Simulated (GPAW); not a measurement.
The C K edge of atom 5 in Nb4C3 (Pm-3m), with 6 Nb at 2.24 Å (octahedral, site symmetry 4/mmm), was computed in 2 ways: excited-electron core hole (neutral cell) and no core hole. Program and functional: GPAW, LDA, Gaussian full width 0.9 eV up to 4 eV, rising linearly to 3.5 eV at 25 eV; cells of 7 and 28 atoms (the run without a hole in the smaller).

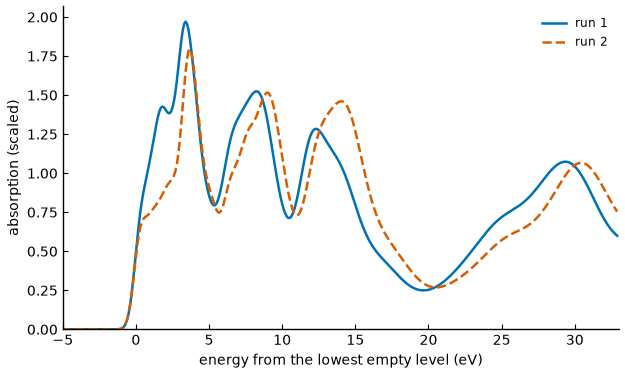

Each run is counted from its own lowest empty level or Fermi level and scaled to a mean of 1 over its first 20 eV.

**Question.** Which run is which?

Run 1: excited-electron core hole (neutral cell) (area from −2 to 6 eV 7.7, main maxima 1.8 eV (1.43), 3.4 eV (1.97), 8.2 eV (1.52) and 12.3 eV (1.28)). Run 2: no core hole (area from −2 to 6 eV 6.3, main maxima 3.7 eV (1.80), 9.0 eV (1.52) and 14.0 eV (1.46)). With each curve scaled to its own mean, the area from −2 to 6 eV with the hole is 7.7 against 6.3, and the centre of weight from −1 to 20 eV moves by -1.1 eV: the hole pulls the absorber's empty states down.

[Hosts, paths, dates, database ids (printed as entryN), source tags and the programs' standing remarks are cut or masked in the printed files.]

[Lists of maxima count a maximum above −3 eV only where it reaches 4 % of the highest in the window and stands out from its surroundings by 2 % of it (1.5 % where it reaches 55 %); shoulders and weaker maxima are passed over, and of the rest the first, up to two pre-edge ones and the few strongest are named.]
